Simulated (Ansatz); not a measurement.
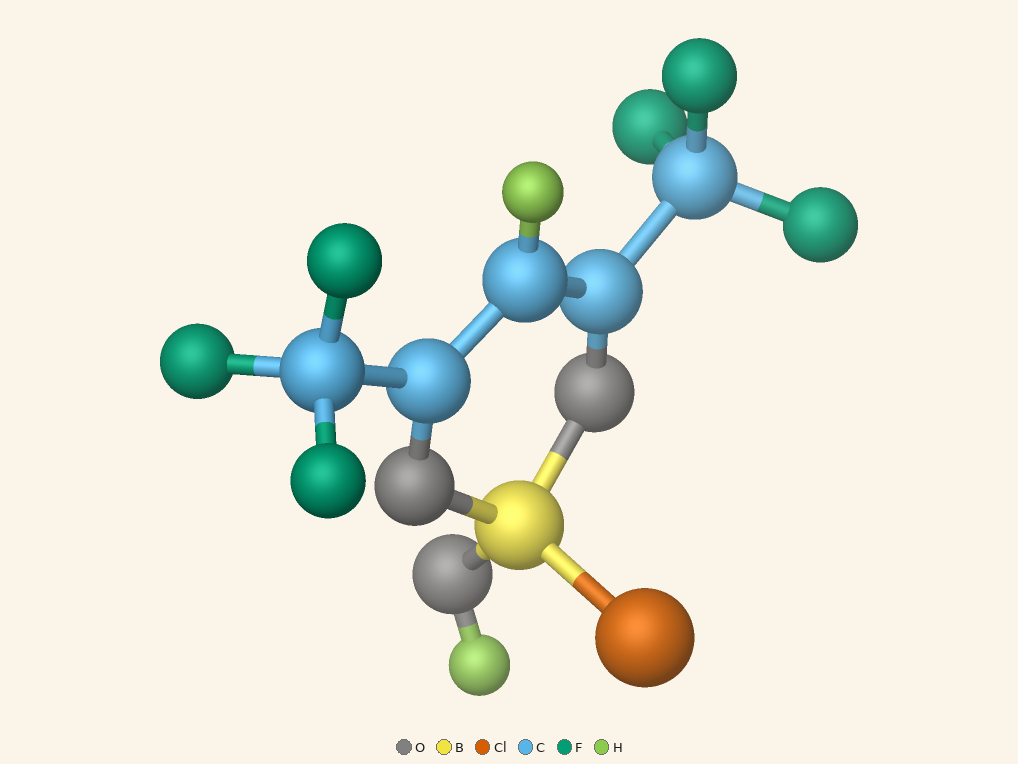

The structure as it stands in the input.

The calculation was set up as follows.

```yaml
crystal:
  periodic: [false, false, false]
  atoms:
    - {symbol: O, position_ang: [1.017933, -0.414519, 2.789407]}
    - {symbol: B, position_ang: [0.081378, -0.536980, 1.790291]}
    - {symbol: Cl, position_ang: [-1.482003, -1.409842, 2.192102]}
    - {symbol: O, position_ang: [-0.306413, 0.854665, 1.274137]}
    - {symbol: C, position_ang: [-0.511537, 1.090786, 0.049965]}
    - {symbol: C, position_ang: [-1.058283, 2.492071, -0.225915]}
    - {symbol: F, position_ang: [-2.195417, 2.673538, 0.431329]}
    - {symbol: F, position_ang: [-1.287924, 2.666843, -1.525037]}
    - {symbol: F, position_ang: [-0.181473, 3.405616, 0.173919]}
    - {symbol: C, position_ang: [-0.229775, 0.209467, -0.977975]}
    - {symbol: C, position_ang: [0.451267, -0.934915, -0.604567]}
    - {symbol: C, position_ang: [1.027492, -1.897095, -1.644187]}
    - {symbol: F, position_ang: [0.563185, -3.121571, -1.437146]}
    - {symbol: F, position_ang: [0.695507, -1.521406, -2.876913]}
    - {symbol: F, position_ang: [2.352075, -1.919651, -1.552686]}
    - {symbol: O, position_ang: [0.700186, -1.264407, 0.589513]}
    - {symbol: H, position_ang: [0.744614, -0.813997, 3.615005]}
    - {symbol: H, position_ang: [-0.418512, 0.452995, -2.009338]}
basis:
  gaussian: {orbitals: ANO-RCC-VTZP}
hamiltonian: {xc: {name: wPBEh}}
output: {forces: true}
```

It was started with:

```sh
ansatz run in.yaml --threads 10 --pin off --events-out ev --progress --plain --max-ram 110592MiB --backend cuda --devices 0, --max-vram 75GiB
```

Output:

```
Functional definition: wPBEh
  name "wPBEh"
  cite "Heyd, Scuseria & Ernzerhof, J. Chem. Phys. 118, 8207 (2003) doi:10.1063/1.1564060"
  cite "Krukau, Vydrov, Izmaylov & Scuseria, J. Chem. Phys. 125, 224106 (2006) doi:10.1063/1.2404663"
  cite "Heyd & Scuseria, J. Chem. Phys. 120, 7274 (2004) doi:10.1063/1.1668634"
  cite "Ernzerhof & Perdew, J. Chem. Phys. 109, 3313 (1998) doi:10.1063/1.476928"
  cite "Perdew, Burke & Ernzerhof, Phys. Rev. Lett. 77, 3865 (1996) doi:10.1103/PhysRevLett.77.3865"
  parent pbe
  parameter a = 0.25
  parameter omega = 0.11/bohr
  exchange = wpbe_x - a*pbe_x_sr(omega) + a*exact_x_sr(omega)
  correlation = pbe_c
3769 factors; their error is unknown
162 factors; integrals over basis functions are off by at most 2.2e-6 eV
mean field evaluation 1: about -40894.2729 eV, gradient 8.8e1 eV
mean field evaluation 2: about -40875.5288 eV, gradient 1.4e2 eV
mean field evaluation 4: about -40905.8949 eV, gradient 8.3e0 eV
mean field evaluation 8: about -40906.0371 eV, gradient 3.0e-1 eV
mean field evaluation 16: about -40906.1543 eV, gradient 6.8e-3 eV
mean field -40906.15431598 eV, -1503.2734439252 hartree, gradient 1.7e-5 eV, S^2 0.000000; 0 other end points of the search recorded, 0 dependent functions left out
the calculation of the forces begins
reference -40906.15441234 eV, -1503.2734474662 hartree; 66, 66 occupied and 446, 446 virtual orbitals, 3769 factors
Total energy: -40906.15441234 eV, -1503.2734474662 hartree
Relativity: scalar
Atom 0 at     1.017933    -0.414519     2.789407 Å, force    -0.055538    -0.056214     0.090668 eV/Å
Atom 1 at     0.081378    -0.536980     1.790291 Å, force     0.047625     0.011335     0.037820 eV/Å
Atom 2 at    -1.482003    -1.409842     2.192102 Å, force    -0.041805    -0.030710     0.033548 eV/Å
Atom 3 at    -0.306413     0.854665     1.274137 Å, force    -0.005684     0.010500    -0.018139 eV/Å
Atom 4 at    -0.511537     1.090786     0.049965 Å, force    -0.001428     0.019932    -0.003171 eV/Å
Atom 5 at    -1.058283     2.492071    -0.225915 Å, force     0.006443    -0.026730    -0.004029 eV/Å
Atom 6 at    -2.195417     2.673538     0.431329 Å, force    -0.021327     0.018602     0.007955 eV/Å
Atom 7 at    -1.287924     2.666843    -1.525037 Å, force    -0.007887     0.014518    -0.017891 eV/Å
Atom 8 at    -0.181473     3.405616     0.173919 Å, force     0.007656     0.026868     0.004709 eV/Å
Atom 9 at    -0.229775     0.209467    -0.977975 Å, force    -0.001393     0.010990    -0.036326 eV/Å
Atom 10 at     0.451267    -0.934915    -0.604567 Å, force     0.004597    -0.014025    -0.011856 eV/Å
Atom 11 at     1.027492    -1.897095    -1.644187 Å, force    -0.013597     0.020994     0.011300 eV/Å
Atom 12 at     0.563185    -3.121571    -1.437146 Å, force     0.000748    -0.027078    -0.007165 eV/Å
Atom 13 at     0.695507    -1.521406    -2.876913 Å, force     0.000575    -0.004282    -0.024285 eV/Å
Atom 14 at     2.352075    -1.919651    -1.552686 Å, force     0.027094    -0.011016    -0.007432 eV/Å
Atom 15 at     0.700186    -1.264407     0.589513 Å, force     0.002436     0.000764    -0.023275 eV/Å
Atom 16 at     0.744614    -0.813997     3.615005 Å, force     0.042619     0.045023    -0.075120 eV/Å
Atom 17 at    -0.418512     0.452995    -2.009338 Å, force     0.008866    -0.009472     0.042689 eV/Å
Dipole moment:     0.018466     0.156930    -0.461476 e Å
```

The run converged.
